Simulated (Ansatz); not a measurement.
**CH2Al (quartet): trial inputs and their diagnosis at scale of all distances = 1.301**

3 inputs are run for CH2Al (quartet) as typed; the log has to tell whether the result can be used and what must change.

Computed with Ansatz 0.2.0, Gaussian basis. Level: the settings change from run to run.

14 further runs of the same task are left out: 12 that didn't finish, 2 set aside as unsound or not needed.

## Step 1: What is computed

The geometry derives from a PBE0/def2-TZVP stationary point (not a proven minimum). All distances are scaled together.

4 atoms, charge 0, spin multiplicity 4.

Atoms are counted from 1 here; the program's logs count them from 0.

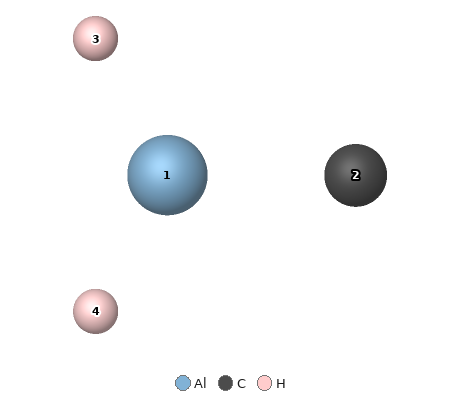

The structure; aluminium light blue, carbon dark grey, hydrogen pink; atoms are numbered from 1 in the order of the file.

## Step 2: Input 1

Contents of in.yaml:

```yaml
crystal:
  periodic: [false, false, false]
  atoms:
    - {symbol: Al, position_ang: [0.000000, 0.000000, 0.686454]}
    - {symbol: C, position_ang: [0.000000, 0.000000, -1.817793]}
    - {symbol: H, position_ang: [0.000000, 1.820096, 1.642655]}
    - {symbol: H, position_ang: [0.000000, -1.820096, 1.642655]}
basis:
  gaussian: {orbitals: 6-31G}
magnetization: {spin_polarized: false, initial_magnetization: 3}
correlation: {method: qcisd_t, electrons: outside_noble_gas}
output: {forces: true}
```

Launch:

```sh
> ansatz run in.yaml --threads 1 --pin off --events-out ev --progress --plain --max-ram 2393MiB
```

Log:

```text
Error: YAML parse error: error: line 11 column 23: unknown variant `qcisd_t`, expected one of mp2, rpa, ccsd, ccsd_t, bccd, bccd_t, ccsdt, ccsdt_q, ccsdt_q_b, ccsdtq, fci, sc_nevpt2, fic_nevpt4_sd, fic_mrcisd_q, fic_mrcisd_q_relaxed
  --> <input>:11:23
   |
 9 |   gaussian: {orbitals: 6-31G}
10 | magnetization: {spin_polarized: false, initial_magnetization: 3}
11 | correlation: {method: qcisd_t, electrons: outside_noble_gas}
   |                       ^ unknown variant `qcisd_t`, expected one of mp2, rpa, ccsd, ccsd_t, bccd, bccd_t, ccsdt, ccsdt_q, ccsdt_q_b, ccsdtq, fci, sc_nevpt2, fic_nevpt4_sd, fic_mrcisd_q, fic_mrcisd_q_relaxed
12 | output: {forces: true}
   |
```

Run time: 0.08 s. Hardware: 1 thread of Intel Xeon at 2.50GHz, shared host.

Diagnosis: The run was refused. The method's name isn't one that the program knows. To mend it, name one from the list in the message.

## Step 3: Input 2

Contents of in.yaml:

```yaml
crystal:
  periodic: [false, false, false]
  atoms:
    - {symbol: Al, position_ang: [0.000000, 0.000000, 0.686454]}
    - {symbol: C, position_ang: [0.000000, 0.000000, -1.817793]}
    - {symbol: H, position_ang: [0.000000, 1.820096, 1.642655]}
    - {symbol: H, position_ang: [0.000000, -1.820096, 1.642655]}
basis:
  gaussian: {orbitals: 6-31G, fitting: {mean_field: def2-universal-jkfit}}
magnetization: {spin_polarized: false, initial_magnetization: 3}
correlation: {method: afqmc, electrons: valence}
scf: {lower_state_search: light}
```

Same command.

Log:

```text
Error: YAML parse error: error: line 11 column 23: unknown variant `afqmc`, expected one of mp2, rpa, ccsd, ccsd_t, bccd, bccd_t, ccsdt, ccsdt_q, ccsdt_q_b, ccsdtq, fci, sc_nevpt2, fic_nevpt4_sd, fic_mrcisd_q, fic_mrcisd_q_relaxed
  --> <input>:11:23
   |
 9 |   gaussian: {orbitals: 6-31G, fitting: {mean_field: def2-universal-jkfit}}
10 | magnetization: {spin_polarized: false, initial_magnetization: 3}
11 | correlation: {method: afqmc, electrons: valence}
   |                       ^ unknown variant `afqmc`, expected one of mp2, rpa, ccsd, ccsd_t, bccd, bccd_t, ccsdt, ccsdt_q, ccsdt_q_b, ccsdtq, fci, sc_nevpt2, fic_nevpt4_sd, fic_mrcisd_q, fic_mrcisd_q_relaxed
12 | scf: {lower_state_search: light}
   |
```

Wall time 0.07 s (1 thread of Intel Xeon at 2.50GHz, shared host).

Diagnosis: The run was refused. The method's name isn't one that the program knows. To mend it, name one from the list in the message.

## Step 4: Input 3

Contents of in.yaml:

```yaml
crystal:
  periodic: [false, false, false]
  atoms:
    - {symbol: Al, position_ang: [0.000000, 0.000000, 1.297192]}
    - {symbol: C, position_ang: [0.000000, 0.000000, -3.435083]}
    - {symbol: H, position_ang: [0.000000, 3.439435, 3.104125]}
    - {symbol: H, position_ang: [0.000000, -3.439435, 3.104125]}
basis:
  gaussian: {orbitals: 6-31G}
magnetization: {spin_polarized: false, initial_magnetization: 3}
correlation: {method: fic_nevpt4_sd, electrons: outside_noble_gas, active_space: {window: {electrons: 3, orbitals: 4}, states: [{multiplicity: 4, weights: [0.5, 1]}]}}
scf: {lower_state_search: off}
```

Same command.

Log (excerpt; [...] marks lines left out):

```text
Functional definition: HF
  name "HF"
  cite "Fock, Z. Phys. 61, 126 (1930) doi:10.1007/BF01340294"
  parent pbe
[...]
526 factors; integrals over basis functions are off by at most 1.8e-7 eV
[...]
mean field -7631.64977423 eV, -280.4579562848 hartree, gradient 1.7e-6 eV, S^2 3.750000; 0 other end points of the search recorded, 0 dependent functions left out
reference -7631.64977423 eV, -280.4579562848 hartree; 12, 9 occupied and 14, 17 virtual orbitals, 526 factors
state -7631.64974048 eV, -280.4579550446 hartree
state -7631.64436698 eV, -280.4577575722 hartree
state -7631.64974048 eV, -280.4579550446 hartree; corrected -7635.10793679 eV, -280.5850414149 hartree
state -7631.64436698 eV, -280.4577575722 hartree; corrected -7635.10146702 eV, -280.5848036552 hartree
Total energy: -7635.10362361 eV, -280.5848829084 hartree
Checks for a lower state left out: stability, starts, cluster_reference, orbital_swaps, neighbouring_geometries, increment
```

Wall time 3 s (1 thread of Intel Xeon at 2.50GHz, shared host).

**Diagnosis.** The run converged, which proves nothing about the input. The coordinates are scaled by the bohr-ångström factor. The shortest distance is 3.89 Å, against 2.06 Å in the geometry of step 1. Its energy belongs to another geometry. Cure: restore the coordinates in ångström.

## Step 5: Summary

```tsv
input	level	ended	cause	time
1	'qcisd_t'/6-31G	refused	the method's name isn't one that the program knows	0.08 s
2	'afqmc'/6-31G	refused	the method's name isn't one that the program knows	0.07 s
3	NEVPT4(SD)(3,4)/6-31G	converged	the coordinates are scaled by the bohr-ångström factor	3 s
```

2 refused, 1 converged. The input that converges on a wrong geometry or spin is the dangerous one: no error points at it, so geometry and ⟨S²⟩ have to be checked.
